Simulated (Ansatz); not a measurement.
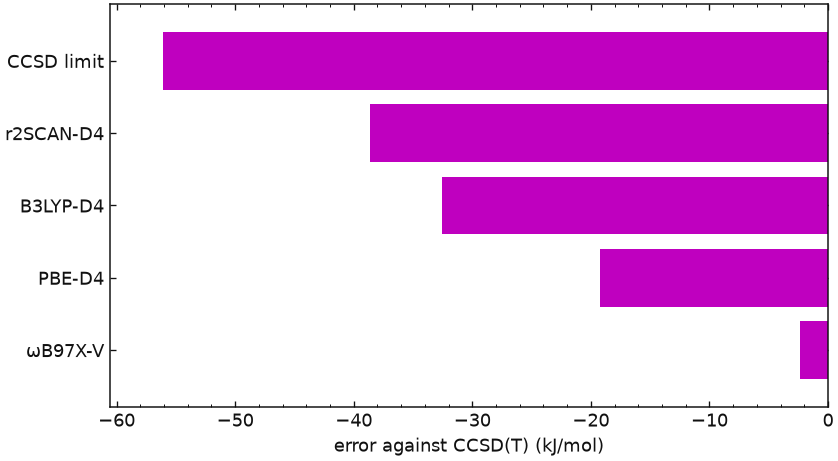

Error in the electronic atomisation energy (method less reference, so positive means overbinding) of Si₂NH₇O₂, SMILES O[SiH](O)N[SiH3]: functionals in def2-TZVPP against frozen-core CCSD(T) at the limit (MP2 extrapolated from triple and quadruple zeta, plus CCSD(T) less MP2 in a smaller set), which gives 4336.3 kJ/mol, at a PBE0-D4/def2-TZVP geometry (no frequency check), no zero-point or spin-orbit term, the Ansatz code 0.2.0. The reference leaves out core correlation, a term that grows with the number of heavy atoms. Limit means the basis limit.

Q: What range do the values span?

A: From −56.1 kJ/mol (CCSD limit) to −2.4 kJ/mol (ωB97X-V).

Q: Give the values.

A:
```tsv
level	kJ/mol
CCSD limit	−56.1
r2SCAN-D4	−38.6
B3LYP-D4	−32.6
PBE-D4	−19.2
ωB97X-V	−2.4
```

Caveats, for all or some of the runs: one conformer of a flexible molecule.
